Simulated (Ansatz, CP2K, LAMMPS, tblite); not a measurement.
# Amorphous polyfuran (as short chains C26O6H18) at 500 K (150 atoms): one structure in several programs

How near do other programs and methods come to a plane-wave reference for amorphous polyfuran (as short chains C26O6H18) at 500 K (150 atoms)? A plane-wave run serves as the reference.

Method: Kohn-Sham DFT, PBE, PAW, plane waves, in Ansatz 0.2.0.

## 1. Starting point

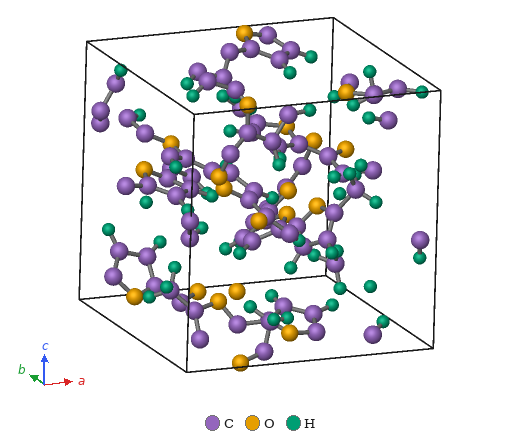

The cell as given, slightly off an axis (carbon purple, oxygen orange, hydrogen teal). Bonds to atoms that aren't drawn are left out. Some periodic images of atoms are drawn too.

The cell holds 150 atoms: 78 C, 18 O and 54 H. Cell: a = 12.200 Å, b = 12.200 Å, c = 12.200 Å, α = 90.0°, β = 90.0°, γ = 90.0°. 3 polyfuran chains of 6 units with methyl end groups placed at random, at 1.17 g/cm³; overlaps pushed apart, then 20 ps at 800 K with MMFF94 bonds, angles, torsions, charges and radii (Halgren, J. Comput. Chem. 17, 490 (1996)) in harmonic and 12-6 forms. Snapshot after 30 ps at 500 K and fixed volume.

## 2. The reference run

The PAW files are the set soft_2.

input.yaml

```yaml
crystal:
  lattice:
    - [12.1995, 0.0, 0.0]
    - [0.0, 12.1995, 0.0]
    - [0.0, 0.0, 12.1995]
  atoms:
    - { symbol: C, position: [0.6246, 0.97628, 0.69014] }
    - { symbol: C, position: [0.6386, 0.85863, 0.66345] }
    - { symbol: C, position: [0.5764, 0.76192, 0.66144] }
    - { symbol: C, position: [0.64886, 0.68385, 0.62126] }
    [... 140 atom lines left out ...]
    - { symbol: H, position: [0.58129, 0.54941, 0.08789] }
    - { symbol: H, position: [0.37008, 0.31772, 0.89982] }
    - { symbol: H, position: [0.15025, 0.3533, 0.95763] }
    - { symbol: H, position: [0.08283, 0.54609, 0.13017] }
    - { symbol: H, position: [0.18294, 0.54712, 0.23526] }
    - { symbol: H, position: [0.0969, 0.42222, 0.20234] }
kpoints:
  mp_grid: { grid: [1, 1, 1] }
hamiltonian:
  xc: pbe
scf:
  occupations: { method: fermi_dirac, width: 0.05 }
output:
  forces: true
  eigenvalues: true
  populations: true
  stress: true
```

The run is started by

```bash
ansatz run input.yaml --threads 4 --pin off --max-ram 8192MiB --backend cpu --events-out ev --progress --plain --runs-dir out
```

Numbers of over 12 decimals in the logs are rounded to 6 here.

Log:

```text
[...]
Pseudopotentials: kind: paw
Pseudopotential: C, paw, valence charge 4, recommended cutoff 420 eV (normal), C.paw.azcp
Pseudopotential: O, paw, valence charge 6, recommended cutoff 420 eV (normal), O.paw.azcp
Pseudopotential: H, paw, valence charge 1, recommended cutoff 420 eV (normal), H.paw.azcp
[...]
Crystal: 150 atoms, lattice volume = 1815.625 Å³
Basis set: ecut = 420 eV, 35513 PW (Γ), exchange–correlation on 180×180×180 points (8 copies of the dense FFT grid, shifted against one another)
Bands: 387, of which v1, the nominal top of the filled ones, is band 237 counted from 1 (236 counted from 0)
Symmetry: 1 space group operations
Space group: P1 (ITA 1), of the structure as read, at distance tolerance 1.2e-4 Å
k-points: 1
[...]
Initial density: superposition of atomic densities (neutral atoms: chi_scale 0, normalization atom), corrected by the library's trained network
Initial wavefunctions: pseudopotential atomic-orbital guess
[...]
SCF iter   1: F=—  HF=-30609.465647 eV  |F-HF|=—  |Δ(HF+E_count)|=         —  Δρ=1.09e-2  dr2=2.26e0  ethr=1.77e-3  ⟨swp⟩=6.0  Hψ=1767  notcnv=0  defer=60
preconditioner: auto → Resta (q_TF=auto, 2.181 Å⁻¹)  ε∞=2.6  [insulator: Δε(μ)=1.610 eV  Ē_g=14.521 eV  σ=0.050 eV  W_gap=1.00  n_scr=304 (ndim 8)  ℏωp=18.2 eV  f_vac=0.274  D(μ)=0.00/eV (n_scr^D=0)  ε∞_Penn≈2.6]
[...]
SCF iter  10: F=—  HF=-30608.957329 eV  |F-HF|=—  |Δ(HF+E_count)|=   5.10e-7  Δρ=3.16e-6  dr2=2.41e-7  ethr=2.91e-10  ⟨swp⟩=2.0  Hψ=483  notcnv=0  defer=141
SCF iter  11: F=-30608.957329 eV  HF=-30608.957329 eV  |F-HF|=1.61e-8  |Δ(HF+E_count)|=   7.15e-8  Δρ=1.14e-6  dr2=3.35e-8  ethr=2.11e-11  ⟨swp⟩=15.0  Hψ=2339  notcnv=0
SCF 1 converged in 11 iterations: F = -30608.957329 eV  dr2 = 3.35e-8
[...]
SCF converged after 11 iterations
Free energy (F): -30608.957329 eV
Harris-Foulkes:  -30608.957329 eV  (|F-HF|=1.61e-8)
Internal energy: -30608.957328 eV  (E = F + TS)
E sigma→0 (E₀):  -30608.957328 eV
Entropy (-TS):   -0.000002 eV (-0.000 meV/atom)
Fermi energy:    2.251910 eV
--- Per-component energies (eV) ---
[...]
Σ components = -30608.957329   (vs F -30608.957329, Δ=0.00e0)
--- Forces (eV/Å), atoms counted from 1 ---
  atom   1  C     -1.95858565    -1.95334104     3.06812613
  atom   2  C      1.08932733    -0.10858512     1.00473831
  atom   3  C     -0.58518470     2.61214108    -0.24770049
  atom   4  C      0.76413433    -1.13012845    -0.35040888
[...]
atom 150  H      0.95164453     1.29043868    -0.39570675
  max |Σ_I F_I| component: 1.11e-4 eV/Å
--- Stress (GPa, compression-positive) ---
        1.946213       0.634122       0.291239
        0.634122       6.141462       0.354615
        0.291239       0.354615       3.063949
  P = ⅓ Tr σ = 3.7172 GPa (37.172 kbar)
--- Band table (eV) ---
  k-point 0: bands = ["-23.3201", "-23.2077", "-23.0960", "-23.0905", [... 371 levels ...], "10.5987", "10.6137", "10.6943", "10.7043", "10.7995", "10.8050", "10.8371", "10.8978", "10.9391", "10.9523", "11.0043", "11.0318"]
--- Löwdin populations: 150 sites ---
  site symbol       q [e]
     0      C      4.4769
     1      C      3.7540
     2      C      4.1958
[...]
149      H      0.8035
  spilling = 0.012658 (of n_electrons = 474.000000)
```

Elapsed: 25 s, on 4 threads of Arm Neoverse V2, shared host; peak memory 2.3 GiB; 95 s of CPU time.

Reading the cycles: dr2 is the Hartree energy of the density residual (eV), the measure of convergence; HF is the Harris–Foulkes estimate of the energy, which meets the free energy F at convergence.

The run gave:

| Item | Value |
| --- | --- |
| free energy | -30608.9573 eV |
| free energy per atom | -204.0597 eV/atom |
| SCF cycles | 11 |
| pressure | 3.717 GPa |
| r.m.s. force component | 1.382 eV/Å |
| longest force | 6.531 eV/Å |
| Fermi energy | 2.252 eV |
| gap (highest filled to lowest empty level) | 1.472 eV |
| spilling of the projection | 0.01266 |

Neighbours are counted within 1.85 Å (C-C), 1.34 Å (C-H), 1.73 Å (C-O).

Length of the force by element and coordination:

```csv
element,coordination,atoms,mean length of the force (eV/Å),spread,least,most
C,all,78,2.51,1.27,0.381,6.53
C,3,72,2.45,1.26,0.381,6.53
C,4,6,3.22,1.12,1.29,4.29
H,all,54,1.39,0.989,0.176,4.91
O,all,18,1.90,1.07,0.692,4.14
```

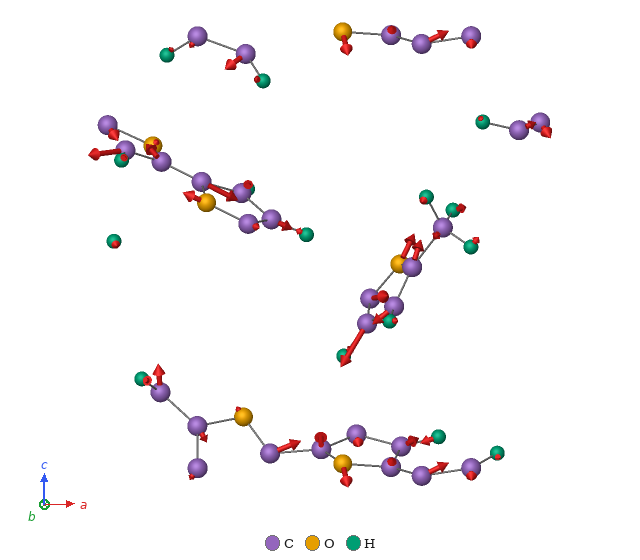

Forces as arrows; the longest in the cell is 6.53 eV/Å. Drawn is a slice 4 Å thick, seen along the normal of the ac plane. Bonds to atoms that aren't drawn are left out.

Löwdin charges by element and coordination (they lack the spilled electrons, 0.040 e an atom on average):

```csv
element,coordination,atoms,mean charge (e),spread,least,most
C,all,78,-0.0278,0.228,-0.483,0.253
C,3,72,0.0085,0.198,-0.237,0.253
C,4,6,-0.464,0.0178,-0.483,-0.439
H,all,54,0.212,0.0134,0.173,0.237
O,all,18,-0.183,0.0172,-0.220,-0.146
```

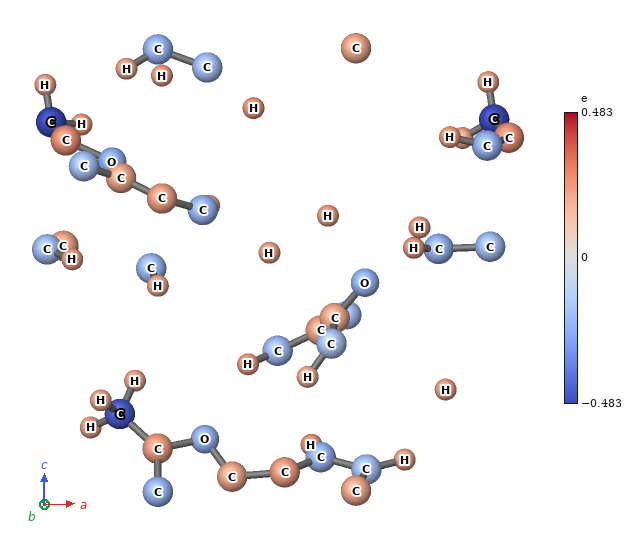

Atoms coloured by Löwdin charge. Drawn is a slice 4 Å thick, seen along the normal of the ac plane. Bonds to atoms that aren't drawn are left out.

The levels nearest the highest filled one (over half full), pooled over k-points and spins:

```csv
level less the highest filled one (eV),occupation
-0.950,2
-0.734,2
-0.590,2
-0.262,2
-0.173,2
0,2
1.47,0
1.52,0
1.67,0
2.03,0
2.18,0
2.29,0
```

## 3. The ladder

The programs:
- CP2K 2026.2: Gaussian basis with GTH pseudopotentials and a plane-wave density; labels give functional, basis (MOLOPT sets; SR short-range, UZH the newer set with its own potentials), grid cutoff/relative cutoff and solver (OT: orbital transformation; TRS4, TC2, SIGN: linear-scaling purification with its sparsity filter), or its built-in tight binding.
- tblite 0.8.0: extended tight binding, driven from Python.

All use the same cell and atoms; the electronic-structure runs use the same k-mesh, and an electronic temperature of 580 K (0.05 eV) where levels are smeared.

Differences are against the plane-wave reference, forces as r.m.s. over components; share is that over the reference's r.m.s. force, slope the least-squares factor from reference forces to these. Total energies of different programs have different zeros and aren't compared.

```csv
run,"Δ force, r.m.s. (meV/Å)",share (%),slope,Δ pressure (GPa),Δ gap (eV),cores,CPU time,memory (GiB)
reference,-,-,-,-,-,4,95 s,2.3
"CP2K GFN1-xTB, diagonalisation",328,23.7,0.954,-2.39,-,2,26 s,0.25
"CP2K PBE, DZVP-MOLOPT-SR, 210/50 Ry, diagonalisation (coarse)",134,9.72,1.027,0.611,0.0339,2,4.9 min,1.2
"CP2K PBE, DZVP-MOLOPT-SR, 600/50 Ry, diagonalisation",121,8.76,1.027,0.553,0.0345,2,6.6 min,4.1
"CP2K PBE, SZV-MOLOPT-SR, 600/50 Ry, TRS4 filter 1e-03, SCF 1e-04 (coarse)",1663,120,1.371,8.71,-,2,46 s,2.2
"CP2K PBE, SZV-MOLOPT-SR, 600/50 Ry, TRS4 filter 1e-04, SCF 1e-05 (coarse)",1548,112,1.381,8.94,-,2,71 s,2.2
"CP2K PBE, SZV-MOLOPT-SR, 600/50 Ry, TRS4 filter 1e-05, SCF 1e-06 (coarse)",1512,109,1.383,9.11,-,2,1.9 min,2.2
"CP2K PBE, SZV-MOLOPT-SR, 600/50 Ry, diagonalisation (coarse)",1520,110,1.383,9.06,0.354,2,4.2 min,4.0
"CP2K RPBE, PBE potentials, DZVP-MOLOPT-SR, 600/50 Ry, diagonalisation",151,10.9,1.026,1.20,0.0462,2,6.6 min,4.1
tblite GFN2-xTB,391,28.3,0.926,-3.31,-,1,11 s,0.2
```

Rows marked coarse were listed beforehand as settings not expected to be converged; some can still land near the reference.

CPU time is summed over cores on a shared host, where runs went side by side, so it is rough. Symmetry, cutoffs, thresholds, outputs and thread counts weren't matched or tuned between programs; memory under MPI is the largest rank's times the ranks.

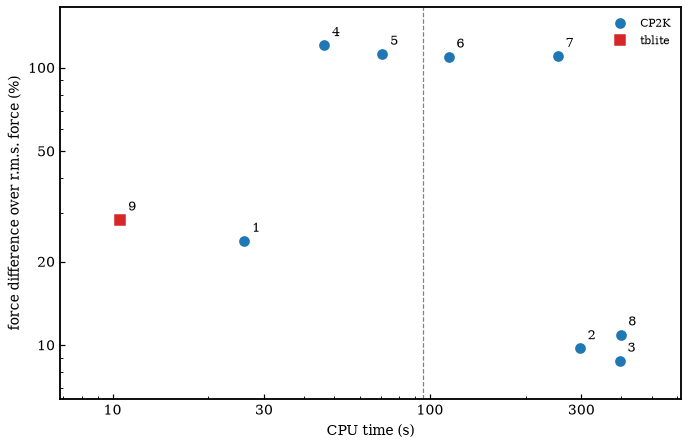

Force difference against CPU time; the dashed line marks the reference's time. Points: 1 CP2K GFN1-xTB, diagonalisation; 2 CP2K PBE, DZVP-MOLOPT-SR, 210/50 Ry, diagonalisation; 3 CP2K PBE, DZVP-MOLOPT-SR, 600/50 Ry, diagonalisation; 4 CP2K PBE, SZV-MOLOPT-SR, 600/50 Ry, TRS4 filter 1e-03, SCF 1e-04; 5 CP2K PBE, SZV-MOLOPT-SR, 600/50 Ry, TRS4 filter 1e-04, SCF 1e-05; 6 CP2K PBE, SZV-MOLOPT-SR, 600/50 Ry, TRS4 filter 1e-05, SCF 1e-06; 7 CP2K PBE, SZV-MOLOPT-SR, 600/50 Ry, diagonalisation; 8 CP2K RPBE, PBE potentials, DZVP-MOLOPT-SR, 600/50 Ry, diagonalisation; 9 tblite GFN2-xTB.

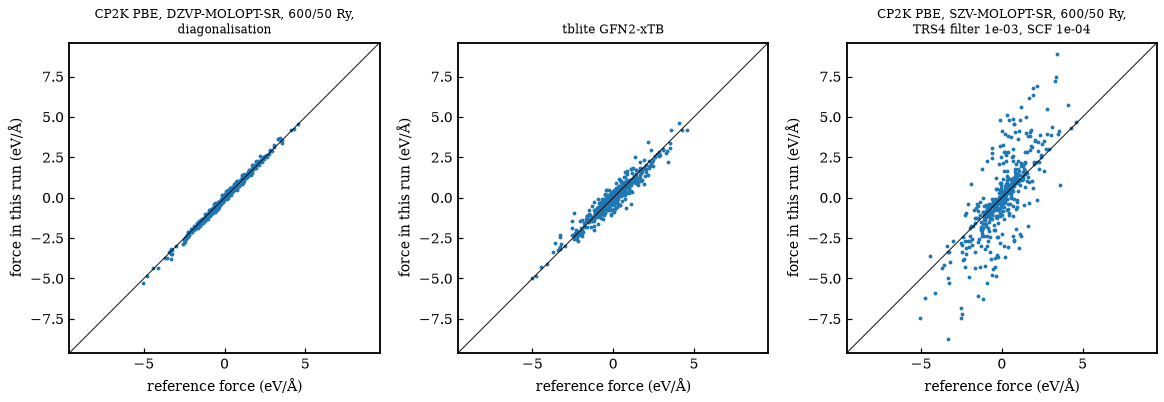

Force components against those of the reference; the line marks equality.

Mean charges by element (e), by run and scheme:

```csv
run,scheme,C,O,H
reference,Löwdin,-0.03,-0.18,+0.21
"CP2K GFN1-xTB, diagonalisation",Mulliken,+0.05,-0.35,+0.04
"CP2K PBE, DZVP-MOLOPT-SR, 600/50 Ry, diagonalisation",Mulliken,-0.02,-0.09,+0.06
"CP2K PBE, DZVP-MOLOPT-SR, 600/50 Ry, diagonalisation",Hirshfeld,-0.03,-0.04,+0.05
"CP2K RPBE, PBE potentials, DZVP-MOLOPT-SR, 600/50 Ry, diagonalisation",Mulliken,-0.02,-0.08,+0.05
"CP2K RPBE, PBE potentials, DZVP-MOLOPT-SR, 600/50 Ry, diagonalisation",Hirshfeld,-0.02,-0.04,+0.05
tblite GFN2-xTB,Mulliken,+0.01,-0.20,+0.05
```

The reference's Löwdin charges lack the electrons that the projection spills, 0.040 e an atom on average.

Within one program, basis, potentials and functional, energies share a zero. Each run against its twin at the usual cutoff or grid and solver:

```csv
run,twin,Δ energy (meV/atom),"Δ force, r.m.s. (meV/Å)",CPU time over the twin's
"CP2K PBE, DZVP-MOLOPT-SR, 210/50 Ry, diagonalisation","DZVP-MOLOPT-SR, 600/50 Ry, diagonalisation",-2.59,58.9,0.75
"CP2K PBE, SZV-MOLOPT-SR, 600/50 Ry, TRS4 filter 1e-03, SCF 1e-04","SZV-MOLOPT-SR, 600/50 Ry, diagonalisation",10.2,312,0.18
"CP2K PBE, SZV-MOLOPT-SR, 600/50 Ry, TRS4 filter 1e-04, SCF 1e-05","SZV-MOLOPT-SR, 600/50 Ry, diagonalisation",0.738,119,0.28
"CP2K PBE, SZV-MOLOPT-SR, 600/50 Ry, TRS4 filter 1e-05, SCF 1e-06","SZV-MOLOPT-SR, 600/50 Ry, diagonalisation",0.174,67.8,0.45
```

## 4. What came out

| Quantity | Value |
| --- | --- |
| reference r.m.s. force component | 1.38 eV/Å |
| nearest in forces | CP2K PBE, DZVP-MOLOPT-SR, 600/50 Ry, diagonalisation, 8.8 % |
| farthest in forces | CP2K PBE, SZV-MOLOPT-SR, 600/50 Ry, TRS4 filter 1e-03, SCF 1e-04 (coarse), 120 % |
| cheapest electronic-structure run beside the reference | tblite GFN2-xTB, 11 s of CPU time |

**Reading.** The PBE run in local orbitals, coarse settings apart, differs by 8.8 % (CP2K PBE, DZVP-MOLOPT-SR, 600/50 Ry, diagonalisation); basis, grid and potentials can all enter. Tight binding differs by 24 % (CP2K GFN1-xTB, diagonalisation) to 28 % (tblite GFN2-xTB); it is another model, with fitted parameters of its own, and the xTB methods hold dispersion. Rows with another functional or a dispersion term differ by 11 % (CP2K RPBE, PBE potentials, DZVP-MOLOPT-SR, 600/50 Ry, diagonalisation), which mixes the change of model with differences of basis and potentials, some of them made for another functional. CP2K GFN1-xTB, diagonalisation needed 161 SCF steps, so its time overstates the method's usual cost. Runs with settings chosen to be coarse differ by 9.7 % (CP2K PBE, DZVP-MOLOPT-SR, 210/50 Ry, diagonalisation) to 120 % (CP2K PBE, SZV-MOLOPT-SR, 600/50 Ry, TRS4 filter 1e-03, SCF 1e-04), their programs' other errors included. Of the electronic-structure runs that take under half the reference's CPU time, CP2K GFN1-xTB, diagonalisation comes nearest, at 24 % in 26 s against 95 s; its pressure misses by -2.4 GPa. At the same functional, gaps differ from the reference's 1.47 eV by between +0.03 and +0.35 eV. In pressure, CP2K PBE, SZV-MOLOPT-SR, 600/50 Ry, TRS4 filter 1e-05, SCF 1e-06 misses by +9.1 GPa, at the same functional. Charges hang on model, scheme and program or settings: among these rows the mean for O runs from -0.35 to -0.04 e. With TRS4, tightening the sparsity filter from 1e-03 to 1e-05, and the SCF threshold with it, takes the force difference from the cubic solver from 312 to 68 meV/Å, and the CPU time from 0.18 to 0.45 times the cubic solver's. In the reference: filled and empty levels are parted by 1.47 eV (at Γ alone); a semilocal functional tends to put such gaps too low. It is the spacing of short capped chains, not of the long polymer. In a disordered cell it changes from sample to sample, and tail or defect levels can set it. In the reference: mean Löwdin charges: C -0.03, H +0.21, O -0.18 e (they miss 1.3 % of the electrons, so they add up to more than the cell's charge). Periodic xTB results under one method name differ between programs and library versions. The network of contacts between molecules at the start is that of the classical potential that made the cell, and needn't be the one that DFT or experiment would give. The reference's stress is far from hydrostatic: its diagonal is 1.9, 6.1, 3.1 GPa, compression counted positive. The reference's PBE has no dispersion term, which matters for the binding between molecules or layers. The density was typed from a rule of thumb and may lie off the real one at this temperature. The electronic-structure runs sample only Γ, in a cell whose shortest periodic width is 12 Å.

[Also dropped from logs without a mark: logging warnings of Python, and SIESTA's first energy breakdown and zero terms.]

[Logs are printed without paths, hosts, clocks, repeated set-up lines and the standing remarks that a program may print on its own settings, such as how far it seeks lower states.]

[Hosts, paths, dates, database ids (printed as entryN), source tags and the programs' standing remarks are cut or masked in the printed files.]

[The MMFF94 radii named for the starting cell were scaled by 0.96; in molecules described by MMFF94, hydrogen bound to N, O or S took a small fixed 12-6 site in their place.]
